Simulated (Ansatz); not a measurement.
# AsF3 (arsenic trifluoride) at 3 levels

Aim: a comparison of 3 runs (B3LYP/STO-3G, UB3LYP/STO-3G, MP2/STO-3G) of AsF3 (arsenic trifluoride). 

The results are computed with Ansatz 0.2.0.

37 further runs of the same task are left out: 10 that didn't finish, 27 set aside as unsound or not needed.

## 1. Starting point

AsF3 has 4 atoms, charge 0, and is taken as a singlet. SMILES: `F[As](F)F`. The F4–As2 distance was set to 4.288 Å, away from the relaxed value. At this shape a bond of the SMILES string is far longer than usual.

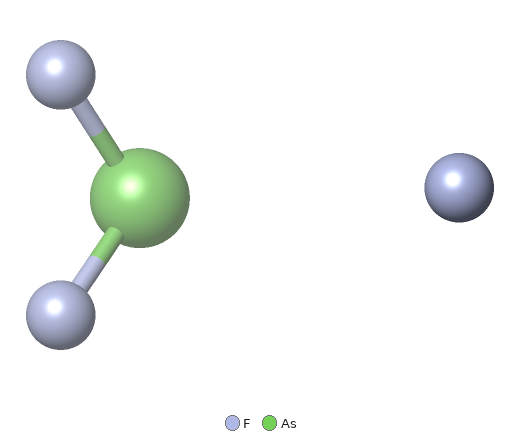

Viewed from a chosen angle; fluorine light blue, arsenic green.

## 2. A single-point energy at B3LYP/STO-3G (run 1)

File input.yaml:

```yaml
crystal:
  periodic: [false, false, false]
  atoms:
    - symbol: F
      position_ang: [-0.694551, -1.681608, 2.860602]
    - symbol: As
      position_ang: [-0.710631, -2.534438, 1.372322]
    - symbol: F
      position_ang: [0.955289, -2.943128, 1.385212]
    - symbol: F
      position_ang: [-0.296160, 0.927580, -1.124280]
basis:
  gaussian:
    orbitals: STO-3G
magnetization:
  spin_polarized: false
  initial_magnetization: 0
hamiltonian:
  xc: {name: B3LYP}
accuracy: high
```

On the command line:

```
$ ansatz run input.yaml --threads 1 --pin off --max-ram 3480MiB --events-out events.jsonl --progress --plain --runs-dir runs
```

What it wrote:

```text
Warning: RAYON_NUM_THREADS=1 ignored (pool sized by the plan → 1); use --threads N
Functional definition: B3LYP
  name "B3LYP"
  parameter a0 = 0.2
  parameter ax = 0.72
  parameter ac = 0.81
  exchange = (1 - a0 - ax)*slater_x + ax*b88_x + a0*exact_x
  correlation = (1 - ac)*vwn_rpa_c + ac*lyp_c
498 factors; integrals over basis functions are off by at most 5.0e-8 eV
mean field evaluation 1: about -68167.3931 eV, gradient 1.9e1 eV
mean field evaluation 2: about -67792.3221 eV, gradient 5.9e0 eV
mean field evaluation 4: about -68159.8118 eV, gradient 4.9e1 eV
mean field evaluation 8: about -68178.1079 eV, gradient 5.6e-1 eV
mean field evaluation 16: about -68178.1285 eV, gradient 3.9e-4 eV
mean field evaluation 32: about -68178.1185 eV, gradient 5.0e-1 eV
mean field -68178.12847342 eV, -2505.5000086028 hartree, gradient 3.1e-8 eV, S^2 0.000000; 4 other end points of the search recorded, 0 dependent functions left out
reference -68178.12849646 eV, -2505.5000094497 hartree; 30, 30 occupied and 3, 3 virtual orbitals, 498 factors
Total energy: -68178.12849646 eV, -2505.5000094497 hartree
```

Wall time 3 s (1 thread of Arm Neoverse V2, shared host); peak memory 0.12 GiB.

## 3. The energy at UB3LYP/STO-3G (run 2)

File job.yaml:

```yaml
crystal:
  periodic: [false, false, false]
  atoms:
    - {symbol: F, position_ang: [-0.694551, -1.681608, 2.860602]}
    - {symbol: As, position_ang: [-0.710631, -2.534438, 1.372322]}
    - {symbol: F, position_ang: [0.955289, -2.943128, 1.385212]}
    - {symbol: F, position_ang: [-0.296160, 0.927580, -1.124280]}
basis:
  gaussian:
    orbitals: STO-3G
accuracy: high
magnetization:
  spin_polarized: true
hamiltonian:
  xc: {name: B3LYP}
```

On the command line:

```
$ ansatz run job.yaml --threads 1 --pin off --max-ram 3480MiB --events-out events.jsonl --progress --plain --runs-dir runs
```

What it wrote:

```text
Warning: RAYON_NUM_THREADS=1 ignored (pool sized by the plan → 1); use --threads N
Functional definition: B3LYP
  name "B3LYP"
  parameter a0 = 0.2
  parameter ax = 0.72
  parameter ac = 0.81
  exchange = (1 - a0 - ax)*slater_x + ax*b88_x + a0*exact_x
  correlation = (1 - ac)*vwn_rpa_c + ac*lyp_c
498 factors; integrals over basis functions are off by at most 5.0e-8 eV
mean field evaluation 1: about -68167.3931 eV, gradient 1.3e1 eV
mean field evaluation 2: about -67792.3221 eV, gradient 4.1e0 eV
mean field evaluation 4: about -68159.8118 eV, gradient 3.5e1 eV
mean field evaluation 8: about -68178.1097 eV, gradient 5.0e-1 eV
mean field evaluation 16: about -68180.3416 eV, gradient 5.9e-2 eV
mean field evaluation 32: about -68167.3546 eV, gradient 1.3e1 eV
mean field evaluation 64: about -68180.3437 eV, gradient 6.0e-4 eV
mean field -68180.34380191 eV, -2505.5814204234 hartree, gradient 1.8e-8 eV, S^2 1.000340; 6 other end points of the search recorded, 0 dependent functions left out
reference -68180.34382532 eV, -2505.5814212835 hartree; 30, 30 occupied and 3, 3 virtual orbitals, 498 factors
Total energy: -68180.34382532 eV, -2505.5814212835 hartree
```

Wall time 20 s (1 thread of Arm Neoverse V2, shared host); peak memory 0.2 GiB.

## 4. The energy at MP2/STO-3G (run 3)

File in.yaml:

```yaml
crystal:
  periodic: [false, false, false]
  atoms:
    - {symbol: F, position_ang: [-0.694551, -1.681608, 2.860602]}
    - {symbol: As, position_ang: [-0.710631, -2.534438, 1.372322]}
    - {symbol: F, position_ang: [0.955289, -2.943128, 1.385212]}
    - {symbol: F, position_ang: [-0.296160, 0.927580, -1.124280]}
basis:
  gaussian: {orbitals: STO-3G}
correlation: {method: mp2, frozen_orbitals: {As: 9, F: 1}}
accuracy: high
```

On the command line:

```
$ ansatz run in.yaml --threads 1 --pin off --max-ram 3480MiB --events-out events.jsonl --progress --plain --runs-dir runs
```

What it wrote (excerpt; [...] marks lines left out):

```text
Warning: RAYON_NUM_THREADS=1 ignored (pool sized by the plan → 1); use --threads N
Functional definition: HF
  name "HF"
[...]
498 factors; integrals over basis functions are off by at most 5.0e-8 eV
[...]
mean field -68111.11533703 eV, -2503.0373212637 hartree, gradient 6.9e-8 eV, S^2 0.000000; 5 other end points of the search recorded, 0 dependent functions left out; unrestricted orbitals would lower it
unrestricted determinant -68118.77875266 eV, -2503.3189465936 hartree, S^2 1.0055
12 core orbitals not correlated: weight in the atoms' cores, before any rotation towards them, 1.000 or more for the frozen orbitals, at most 0.000 for the correlated occupied ones
reference -68111.11533703 eV, -2503.0373212637 hartree; 18, 18 occupied and 3, 3 virtual orbitals, 498 factors
second order -10.50854001 eV of doubles, -0.00000000 eV of singles
Total energy: -68121.62387704 eV, -2503.4235029861 hartree
```

Wall time 1 s (1 thread of Arm Neoverse V2, shared host); peak memory 0.13 GiB.

## 5. Overview of the runs

```
run          level  frozen core orbitals   energy (Eh)  wall time
  1   B3LYP/STO-3G                     –  -2505.500009        3 s
  2  UB3LYP/STO-3G                     –  -2505.581421       20 s
  3     MP2/STO-3G                    12  -2503.423503        1 s
```

## 6. Outcome

| quantity | value |
| --- | --- |
| run 3: total energy | -2503.42350 Eh |
| run 3: correlation energy (12 core orbitals frozen) | -386.2 mEh |

In words: In run 3 the log says that unrestricted orbitals would lower the reference, so the values rest on an unstable closed-shell determinant (other closed-shell runs at this shape may share the fault). In runs 1, 2, 3 the basis is minimal, so the values are rough. In runs 1, 3 a closed-shell determinant meets a far-stretched bond, which it describes badly. Spin contamination of the reference: run 2 ⟨S²⟩ = 1.00. Where it is this large, the reference is a mixture of spin states, and values that rest on it are in doubt. All runs together took 24 s, the longest 20 s.
